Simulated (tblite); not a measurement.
## Geometry relaxation of C3H9AlF2O

- system: C3H9AlF2O, SMILES C[O+]([AlH3-])CC(F)F
- method: GFN2-xTB geometry optimisation, gas phase (tblite 0.8.0)

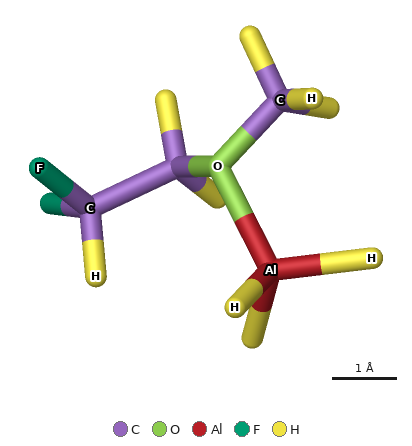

The structure as given in the input (stick view, seen at a tilt). Sticks mark near contacts. Bond lengths as drawn: Al–H 1.60 to 1.61 Å, Al–O 1.87 Å, C–C 1.53 Å, C–F 1.37 to 1.39 Å, C–H 1.11 to 1.12 Å and C–O 1.42 to 1.43 Å.

### Results in brief

```json
{"quantity": "outcome", "value": "converged"}
{"quantity": "total energy", "value": "−697.8000 eV"}
{"quantity": "hardware", "value": "1 CPU thread, shared host"}
{"quantity": "wall time", "value": "1.5 s"}
{"quantity": "peak memory", "value": "0.18 GiB"}
```

### The input
```
{"job": {"xc": "GFN2-xTB", "basis": "xTB", "kind": "relax"}, "charge": 0, "multiplicity": 1}
C     -1.097600    -1.124000     0.945000
O     -0.235500    -0.066900     0.552500
Al    -1.250200     1.310300    -0.195600
C      0.732400    -0.568300    -0.371800
C      1.978900     0.310900    -0.383000
F      2.923100    -0.243500    -1.232800
F      2.510500     0.421000     0.879200
H     -1.612500    -1.582300     0.075200
H     -1.867000    -0.757000     1.666700
H     -0.550200    -1.912000     1.498200
H     -0.723300     1.673500    -1.661000
H     -2.795900     0.871600    -0.311300
H     -1.160500     2.611700     0.736600
H      0.323800    -0.684000    -1.396400
H      1.088200    -1.580600    -0.061600
H      1.728200     1.328500    -0.751200
```

The first line tells a small driver script what to run in tblite; the rest is the geometry in Å.

Run as:
```bash
OMP_NUM_THREADS=1 python <driver script> task.json out
```

### Output
```
step      E/eV     max force
  0    -696.89060    2.819
  1    -697.10419    2.085
  2    -697.30220    0.857
  3    -697.35917    0.520
  4    -697.40319    0.424
  5    -697.41889    0.285
  6    -697.43114    0.248
  7    -697.44204    0.287
  8    -697.45229    0.308
  9    -697.46097    0.250
 10    -697.47065    0.254
 11    -697.48523    0.324
 12    -697.50749    0.369
 13    -697.52770    0.421
 14    -697.54029    0.326
 15    -697.54966    0.187
 16    -697.55579    0.216
 17    -697.56471    0.303
 18    -697.57646    0.368
 19    -697.59160    0.332
 20    -697.60744    0.320
 21    -697.62386    0.279
 22    -697.63728    0.290
 23    -697.64364    0.450
 24    -697.65195    0.220
 25    -697.65693    0.176
 26    -697.66228    0.172
 27    -697.66507    0.213
 28    -697.66892    0.166
 29    -697.67128    0.115
 30    -697.67342    0.117
 31    -697.67522    0.130
 32    -697.67723    0.151
 33    -697.67934    0.116
 34    -697.68129    0.117
 35    -697.68260    0.081
 36    -697.68351    0.069
 37    -697.68458    0.085
 38    -697.68613    0.104
 39    -697.68820    0.157
 40    -697.69073    0.172
 41    -697.69384    0.140
 42    -697.69791    0.184
 43    -697.70319    0.248
 44    -697.70464    0.378
 45    -697.71305    0.187
 46    -697.71729    0.136
 47    -697.72258    0.167
 48    -697.72540    0.129
 49    -697.73094    0.138
 50    -697.73400    0.129
 51    -697.73677    0.153
 52    -697.73949    0.140
 53    -697.74115    0.110
 54    -697.74271    0.108
 55    -697.74367    0.094
 56    -697.74573    0.101
 57    -697.74699    0.074
 58    -697.74808    0.082
 59    -697.74915    0.087
 60    -697.75051    0.111
 61    -697.75217    0.136
 62    -697.75413    0.142
 63    -697.75648    0.128
 64    -697.75879    0.095
 65    -697.76052    0.090
 66    -697.76149    0.080
 67    -697.76270    0.090
 68    -697.76396    0.088
 69    -697.76538    0.103
 70    -697.76675    0.109
 71    -697.76835    0.107
 72    -697.77024    0.104
 73    -697.77243    0.103
 74    -697.77426    0.086
 75    -697.77539    0.101
 76    -697.77628    0.111
 77    -697.77748    0.122
 78    -697.77936    0.101
 79    -697.78168    0.086
 80    -697.78336    0.062
 81    -697.78411    0.057
 82    -697.78448    0.051
 83    -697.78480    0.038
 84    -697.78518    0.035
 85    -697.78535    0.038
 86    -697.78550    0.038
 87    -697.78568    0.033
 88    -697.78592    0.031
 89    -697.78612    0.028
 90    -697.78631    0.039
 91    -697.78652    0.047
 92    -697.78682    0.049
 93    -697.78720    0.046
 94    -697.78770    0.060
 95    -697.78834    0.073
 96    -697.78915    0.068
 97    -697.79013    0.070
 98    -697.79124    0.075
 99    -697.79234    0.073
100    -697.79324    0.068
101    -697.79387    0.056
102    -697.79432    0.042
103    -697.79467    0.052
104    -697.79487    0.059
105    -697.79523    0.062
106    -697.79552    0.056
107    -697.79605    0.057
108    -697.79633    0.053
109    -697.79677    0.048
110    -697.79711    0.040
111    -697.79740    0.042
112    -697.79762    0.034
113    -697.79778    0.042
114    -697.79791    0.027
115    -697.79800    0.020
116    -697.79808    0.015
117    -697.79812    0.015
118    -697.79817    0.015
119    -697.79822    0.018
120    -697.79829    0.022
121    -697.79837    0.026
122    -697.79849    0.025
123    -697.79863    0.025
124    -697.79876    0.020
125    -697.79886    0.019
126    -697.79892    0.018
127    -697.79897    0.023
128    -697.79902    0.019
129    -697.79907    0.019
130    -697.79913    0.015
131    -697.79918    0.014
132    -697.79923    0.017
133    -697.79929    0.018
134    -697.79936    0.019
135    -697.79941    0.017
136    -697.79945    0.009
137    -697.79946    0.007
138    -697.79947    0.005
139    -697.79948    0.005
140    -697.79948    0.005
141    -697.79949    0.006
142    -697.79949    0.008
143    -697.79950    0.009
144    -697.79950    0.008
145    -697.79951    0.008
146    -697.79953    0.008
147    -697.79954    0.014
148    -697.79956    0.017
149    -697.79959    0.017
150    -697.79962    0.013
151    -697.79966    0.016
152    -697.79971    0.021
153    -697.79975    0.022
154    -697.79980    0.017
155    -697.79983    0.013
156    -697.79985    0.012
157    -697.79987    0.012
158    -697.79989    0.010
159    -697.79991    0.007
160    -697.79992    0.007
161    -697.79993    0.007
162    -697.79994    0.006
163    -697.79995    0.007
164    -697.79996    0.007
165    -697.79997    0.007
166    -697.79997    0.006
167    -697.79998    0.005
168    -697.79998    0.003
169    -697.79999    0.003
170    -697.79999    0.002
```

### Trajectory as extended XYZ (Å, eV, eV/Å), 12 frames, from step=0 to step=170
```
16
Properties=species:S:1:pos:R:3:forces:R:3 step=0 energy=-696.89060
C    -1.0976   -1.1240    0.9450   -0.7250  -0.6490   0.8330
O    -0.2355   -0.0669    0.5525    0.3500  -0.9070  -0.5520
Al   -1.2502    1.3103   -0.1956   -1.5540   2.2690  -0.6190
C     0.7324   -0.5683   -0.3718    0.5660  -0.9810   0.1890
C     1.9789    0.3109   -0.3830    0.2540   0.5230  -0.2550
F     2.9231   -0.2435   -1.2328   -0.7440   0.4220   1.0170
F     2.5105    0.4210    0.8792   -0.2210  -0.3160  -1.0880
H    -1.6125   -1.5823    0.0752    0.1710   0.2680   0.3740
H    -1.8670   -0.7570    1.6667    0.4530   0.1620  -0.6820
H    -0.5502   -1.9120    1.4982    0.0960   0.2860  -0.3050
H    -0.7233    1.6735   -1.6610    0.4300  -0.5150   0.1890
H    -2.7959    0.8716   -0.3113    0.4640  -0.5120   0.2050
H    -1.1605    2.6117    0.7366    0.4080  -0.6120   0.1640
H     0.3238   -0.6840   -1.3964    0.1080   0.3460   0.2800
H     1.0882   -1.5806   -0.0616   -0.2990   0.3660   0.0930
H     1.7282    1.3285   -0.7512    0.2440  -0.1520   0.1560
16
Properties=species:S:1:pos:R:3:forces:R:3 step=15 energy=-697.54966
C    -1.1456   -1.1179    0.9357    0.0220  -0.0430   0.0570
O    -0.3955   -0.1206    0.2629    0.0930  -0.0380  -0.0030
Al   -1.3306    1.4548   -0.2410    0.0160   0.0460  -0.1130
C     0.7257   -0.6141   -0.4354    0.1230  -0.0100  -0.0420
C     1.9075    0.3591   -0.3818    0.0430  -0.0470   0.0420
F     2.8711   -0.1294   -1.1991   -0.0320   0.1220  -0.0970
F     2.4687    0.3851    0.8455   -0.1400   0.0170   0.0990
H    -1.7121   -1.7152    0.2163    0.0020  -0.0270   0.0910
H    -1.8327   -0.5957    1.6006   -0.0080  -0.0170  -0.0510
H    -0.4833   -1.7624    1.5171   -0.0180   0.0170   0.0990
H    -0.5669    1.5700   -1.6208   -0.0380   0.1400  -0.0620
H    -2.7395    0.7653   -0.2573   -0.1430   0.1180  -0.0230
H    -0.9637    2.4490    0.9033    0.0360  -0.0260   0.0600
H     0.4850   -0.7496   -1.4967    0.0260  -0.1180   0.0510
H     1.0503   -1.5610    0.0161    0.0460   0.0260  -0.1420
H     1.6541    1.3916   -0.6770   -0.0290  -0.1580   0.0340
16
Properties=species:S:1:pos:R:3:forces:R:3 step=30 energy=-697.67342
C    -1.1220   -1.0946    0.9521    0.0120   0.0180   0.0050
O    -0.4656   -0.2595    0.0101   -0.0280   0.0170   0.0420
Al   -1.2925    1.4528   -0.2774    0.0380  -0.0130  -0.0450
C     0.7532   -0.7246   -0.5336   -0.0540  -0.0160   0.0160
C     1.8255    0.3532   -0.3558    0.0040  -0.0050   0.0000
F     2.8686    0.1030   -1.1752   -0.0070   0.0020  -0.0250
F     2.3211    0.3189    0.9010   -0.0430  -0.0150   0.0130
H    -1.6806   -1.8907    0.4472    0.0710   0.0710   0.0400
H    -1.8136   -0.4337    1.4808   -0.0160  -0.1120  -0.0290
H    -0.4172   -1.5300    1.6661   -0.0070   0.1030  -0.0370
H    -0.5831    1.7534   -1.6554    0.0070  -0.0150  -0.0030
H    -2.7857    0.9867   -0.3004   -0.0300  -0.0470   0.0020
H    -0.7656    2.1740    1.0110    0.0370   0.0110   0.0490
H     0.6301   -0.9256   -1.6026    0.0480   0.0280  -0.0150
H     1.0945   -1.6321   -0.0246   -0.0560  -0.0450  -0.0160
H     1.4254    1.3578   -0.5547    0.0250   0.0170   0.0030
16
Properties=species:S:1:pos:R:3:forces:R:3 step=46 energy=-697.71729
C    -1.0637   -1.0578    0.9845   -0.0150   0.0360  -0.0070
O    -0.5258   -0.2644   -0.0575   -0.0130  -0.0740  -0.0880
Al   -1.2791    1.4579   -0.3143   -0.1050  -0.0320   0.0810
C     0.6910   -0.7181   -0.6088    0.0600   0.0310  -0.0150
C     1.7880    0.3078   -0.3164    0.0490   0.0520   0.0380
F     2.8637    0.0871   -1.0993    0.0030  -0.0500  -0.0390
F     2.2190    0.1862    0.9585   -0.0110  -0.0810   0.0670
H    -1.3815   -2.0271    0.5918    0.0290  -0.0270   0.0800
H    -1.9313   -0.5128    1.3552   -0.0280   0.0290  -0.0160
H    -0.3451   -1.1737    1.7961    0.0290  -0.0600   0.0240
H    -0.5668    1.8009   -1.6830   -0.0430  -0.0620   0.0060
H    -2.7849    0.9863   -0.2775    0.0610   0.0560  -0.0680
H    -0.6889    2.0967    0.9948    0.0040   0.1020   0.0310
H     0.5837   -0.8132   -1.6935    0.0310   0.0500  -0.0070
H     0.9827   -1.6841   -0.1825   -0.0190   0.0000  -0.0340
H     1.4314    1.3372   -0.4594   -0.0320   0.0310  -0.0530
16
Properties=species:S:1:pos:R:3:forces:R:3 step=61 energy=-697.75217
C    -0.9928   -1.0247    1.0235    0.0080   0.0260  -0.0190
O    -0.5746   -0.2890   -0.1147    0.0120   0.0200   0.0150
Al   -1.3130    1.4614   -0.3204   -0.0450  -0.0600  -0.0180
C     0.6486   -0.6884   -0.6914   -0.0020   0.0420  -0.0010
C     1.7832    0.2452   -0.2575   -0.0480  -0.0120  -0.0020
F     2.8843   -0.0090   -0.9999   -0.0690   0.0690   0.0790
F     2.1305    0.0241    1.0317   -0.0370  -0.0400  -0.0580
H    -1.0777   -2.0836    0.7707   -0.0030  -0.0340   0.0500
H    -1.9762   -0.6351    1.2866    0.0050   0.0620  -0.0090
H    -0.3151   -0.8787    1.8657    0.0500  -0.0470  -0.0110
H    -0.6106    1.7349   -1.7056    0.0050   0.0160  -0.0150
H    -2.8212    1.0221   -0.2892    0.0260   0.0090   0.0200
H    -0.6980    2.1489    0.9624   -0.0190  -0.0210  -0.0340
H     0.5533   -0.5953   -1.7773    0.0040   0.0150   0.0010
H     0.8900   -1.7255   -0.4310    0.0060   0.0410   0.0030
H     1.4816    1.3018   -0.3651    0.1070  -0.0840   0.0000
16
Properties=species:S:1:pos:R:3:forces:R:3 step=77 energy=-697.77748
C    -0.9256   -0.9750    1.0406   -0.0030  -0.0240   0.0420
O    -0.5876   -0.2819   -0.1471    0.0150  -0.0250   0.0220
Al   -1.3836    1.4210   -0.3762    0.0410   0.0550   0.0000
C     0.6309   -0.6486   -0.7418    0.0630   0.0230   0.0020
C     1.7805    0.1978   -0.1930    0.0460   0.0420   0.0010
F     2.9075   -0.0547   -0.8928   -0.0240   0.0250   0.0230
F     2.0486   -0.1370    1.0926    0.0140  -0.0170  -0.0470
H    -1.0810   -2.0345    0.8261   -0.0200  -0.0370   0.0080
H    -1.8587   -0.5287    1.3854    0.0070   0.0210   0.0130
H    -0.1593   -0.8546    1.8076   -0.0240  -0.0030   0.0100
H    -0.7025    1.6784   -1.7777   -0.0170   0.0290   0.0030
H    -2.8793    0.9635   -0.3012   -0.0190  -0.0190   0.0170
H    -0.7518    2.1397    0.8884   -0.0520  -0.0110  -0.0520
H     0.5381   -0.4447   -1.8105    0.0610   0.0350  -0.0340
H     0.8637   -1.7062   -0.5827   -0.0910  -0.0810   0.0080
H     1.5525    1.2742   -0.2292    0.0040  -0.0140  -0.0170
16
Properties=species:S:1:pos:R:3:forces:R:3 step=92 energy=-697.78682
C    -0.9050   -0.9659    1.0540   -0.0120   0.0130  -0.0030
O    -0.5645   -0.2520   -0.1237   -0.0090   0.0260   0.0090
Al   -1.4319    1.4138   -0.4045   -0.0190  -0.0030   0.0020
C     0.6410   -0.6230   -0.7428   -0.0150  -0.0230  -0.0010
C     1.8160    0.1693   -0.1672    0.0140  -0.0140  -0.0250
F     2.9293   -0.0921   -0.8825    0.0440   0.0210  -0.0050
F     2.0846   -0.2090    1.1047    0.0110  -0.0250  -0.0050
H    -1.1391   -2.0064    0.8115    0.0050   0.0230   0.0110
H    -1.7944   -0.4681    1.4430    0.0040  -0.0190   0.0060
H    -0.1097   -0.9219    1.8000   -0.0220   0.0080  -0.0250
H    -0.7697    1.6681   -1.8155   -0.0160   0.0020   0.0090
H    -2.9081    0.8848   -0.2977    0.0130  -0.0040  -0.0130
H    -0.8560    2.2146    0.8267    0.0030  -0.0140  -0.0030
H     0.5572   -0.3556   -1.8006    0.0020  -0.0050   0.0230
H     0.8253   -1.6989   -0.6423   -0.0030   0.0000   0.0100
H     1.6173    1.2514   -0.1746    0.0010   0.0130   0.0100
16
Properties=species:S:1:pos:R:3:forces:R:3 step=108 energy=-697.79633
C    -0.8657   -0.8733    1.0668    0.0060  -0.0020   0.0150
O    -0.5361   -0.1862   -0.1285   -0.0050  -0.0170   0.0060
Al   -1.5395    1.3931   -0.4433    0.0210  -0.0040  -0.0240
C     0.6527   -0.5904   -0.7560    0.0210   0.0200   0.0140
C     1.8797    0.0758   -0.1218   -0.0040  -0.0190   0.0020
F     2.9548   -0.0890   -0.9195   -0.0220   0.0210  -0.0060
F     2.1973   -0.5117    1.0585   -0.0030   0.0030  -0.0070
H    -1.0516   -1.9297    0.8584   -0.0280  -0.0020  -0.0040
H    -1.7793   -0.3997    1.4283   -0.0080  -0.0130   0.0090
H    -0.0844   -0.7782    1.8213    0.0120   0.0260  -0.0030
H    -0.9193    1.6690   -1.8656    0.0110  -0.0060   0.0050
H    -2.9752    0.7641   -0.3264   -0.0070  -0.0060  -0.0060
H    -1.0169    2.2433    0.7779   -0.0040  -0.0020   0.0110
H     0.5938   -0.2474   -1.7933    0.0020   0.0130   0.0140
H     0.7634   -1.6823   -0.7263    0.0040   0.0370  -0.0030
H     1.7186    1.1514    0.0582    0.0030  -0.0480  -0.0230
16
Properties=species:S:1:pos:R:3:forces:R:3 step=123 energy=-697.79863
C    -0.8414   -0.8316    1.0881    0.0060   0.0100  -0.0070
O    -0.5268   -0.1552   -0.1167    0.0090  -0.0020  -0.0140
Al   -1.5851    1.3738   -0.4736    0.0030   0.0050   0.0090
C     0.6515   -0.5611   -0.7607    0.0110   0.0090   0.0050
C     1.9037    0.0264   -0.1011    0.0040   0.0030   0.0170
F     2.9582   -0.0864   -0.9341   -0.0240   0.0030  -0.0080
F     2.2376   -0.6609    1.0191   -0.0010  -0.0150   0.0070
H    -1.0217   -1.8921    0.8938   -0.0010   0.0170   0.0120
H    -1.7568   -0.3606    1.4489   -0.0060  -0.0160   0.0140
H    -0.0538   -0.7153    1.8335   -0.0040  -0.0100   0.0050
H    -0.9553    1.6462   -1.8927    0.0050   0.0040   0.0040
H    -3.0019    0.6977   -0.3663    0.0070  -0.0020  -0.0100
H    -1.1133    2.2548    0.7484   -0.0060   0.0010  -0.0050
H     0.6001   -0.1571   -1.7757   -0.0040   0.0020  -0.0160
H     0.7271   -1.6547   -0.7928    0.0070  -0.0120   0.0010
H     1.7703    1.0850    0.1706   -0.0070   0.0020  -0.0140
16
Properties=species:S:1:pos:R:3:forces:R:3 step=139 energy=-697.79948
C    -0.8426   -0.8312    1.0948    0.0010   0.0020  -0.0020
O    -0.5303   -0.1615   -0.1143   -0.0010   0.0020  -0.0010
Al   -1.5736    1.3772   -0.4756    0.0020   0.0010   0.0030
C     0.6468   -0.5715   -0.7579   -0.0020   0.0020   0.0000
C     1.8964    0.0300   -0.1072   -0.0010  -0.0010   0.0000
F     2.9413   -0.0559   -0.9547    0.0010  -0.0030   0.0000
F     2.2541   -0.6634    1.0020    0.0000   0.0010   0.0010
H    -1.0284   -1.8914    0.9063    0.0000   0.0010   0.0030
H    -1.7549   -0.3579    1.4607    0.0000   0.0010   0.0000
H    -0.0508   -0.7167    1.8361    0.0000  -0.0010   0.0020
H    -0.9108    1.6662   -1.8765    0.0000   0.0010   0.0030
H    -2.9903    0.6985   -0.4072   -0.0040  -0.0010  -0.0020
H    -1.1275    2.2472    0.7634   -0.0030  -0.0040  -0.0010
H     0.5900   -0.1793   -1.7777    0.0030   0.0000  -0.0030
H     0.7269   -1.6653   -0.7779    0.0010   0.0000   0.0010
H     1.7461    1.0838    0.1742    0.0020  -0.0010  -0.0030
16
Properties=species:S:1:pos:R:3:forces:R:3 step=154 energy=-697.79980
C    -0.8412   -0.8252    1.0988   -0.0030   0.0000   0.0030
O    -0.5265   -0.1582   -0.1110    0.0070   0.0080   0.0020
Al   -1.5799    1.3739   -0.4698   -0.0120   0.0000  -0.0050
C     0.6473   -0.5723   -0.7577    0.0010  -0.0040  -0.0090
C     1.9023    0.0278   -0.1164   -0.0070   0.0030  -0.0010
F     2.9452   -0.0823   -0.9639   -0.0010  -0.0010   0.0070
F     2.2538   -0.6506    1.0038    0.0020   0.0000  -0.0030
H    -1.0336   -1.8845    0.9118   -0.0010   0.0000   0.0010
H    -1.7503   -0.3453    1.4646   -0.0010  -0.0050  -0.0020
H    -0.0489   -0.7149    1.8404    0.0030   0.0020  -0.0050
H    -0.8920    1.6911   -1.8521    0.0040   0.0010  -0.0010
H    -2.9949    0.6848   -0.4453    0.0160   0.0010   0.0070
H    -1.1654    2.2262    0.7918   -0.0050  -0.0020   0.0020
H     0.5871   -0.1832   -1.7784    0.0010   0.0010  -0.0050
H     0.7272   -1.6660   -0.7759   -0.0090  -0.0050   0.0060
H     1.7623    1.0874    0.1477    0.0030   0.0030   0.0010
16
Properties=species:S:1:pos:R:3:forces:R:3 step=170 energy=-697.79999
C    -0.8381   -0.8171    1.1007    0.0020   0.0000   0.0000
O    -0.5208   -0.1473   -0.1068    0.0000  -0.0010  -0.0010
Al   -1.5887    1.3726   -0.4686   -0.0020  -0.0010   0.0010
C     0.6476   -0.5694   -0.7582    0.0000  -0.0010  -0.0010
C     1.9089    0.0217   -0.1205   -0.0010   0.0000   0.0000
F     2.9499   -0.1012   -0.9686    0.0010   0.0000   0.0020
F     2.2558   -0.6562    1.0014    0.0000   0.0000  -0.0010
H    -1.0324   -1.8756    0.9109    0.0000   0.0010  -0.0010
H    -1.7469   -0.3373    1.4671    0.0010  -0.0010  -0.0010
H    -0.0456   -0.7100    1.8424    0.0010   0.0010   0.0020
H    -0.8869    1.7065   -1.8403    0.0000   0.0010   0.0000
H    -2.9925    0.6625   -0.4616    0.0010   0.0010  -0.0010
H    -1.2038    2.2213    0.8043    0.0000   0.0010   0.0000
H     0.5871   -0.1810   -1.7791    0.0000   0.0000   0.0000
H     0.7185   -1.6639   -0.7748   -0.0010  -0.0010   0.0000
H     1.7802    1.0836    0.1403   -0.0010   0.0000   0.0000
```
